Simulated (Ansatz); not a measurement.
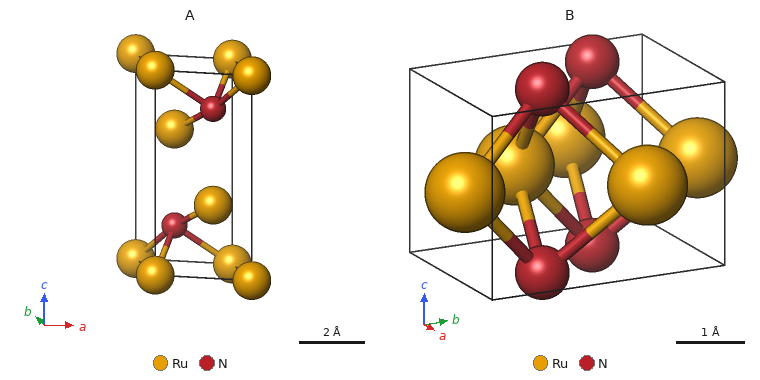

Two structures of Ru₃N₂, each relaxed to rest (conventional cells in solid outline, small ones repeated, not to one scale). Method: DFT PBE, scalar-relativistic, plane waves, PAW (Ansatz 0.2.0), without spin polarisation.

What are the two structures?

Answer. A: 5 atoms a cell on a primitive hexagonal lattice, P-3m1. B: 5 atoms a cell on a primitive hexagonal lattice, P-62m.

Compare their energies: which is lower?

Answer. B is lower, by 149 meV/atom at this level of theory (energies at zero smearing). Volumes: A 11.1, B 11.1 Å³/atom.

One or both may be structure types tried for this composition rather than known phases.
